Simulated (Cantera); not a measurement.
Charge: 1 mol C2F6, 0.085 mol CH4, 1.9 mol H2, equilibrated at 370 Pa.

These are equilibrium values from Cantera (NASA tables, ideal gas, pure condensed phases), not measurements of a reactor. Candidate condensed phases: C, C6H6, C7H8, C8H18; 95 gas species. The feed counts by its element totals alone. The numbers say what is thermodynamically allowed, not how fast it happens.

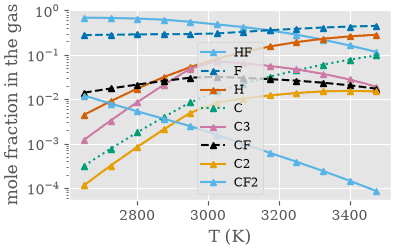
Figure. Equilibrium gas composition (values under 1e-9 drawn at 1e-9)

From 2650 K to 2950 K the condensed part is C(graphite). From 3025 K to 3475 K nothing is condensed. The main C-bearing gas is CF at 2650 K and C at 3475 K.
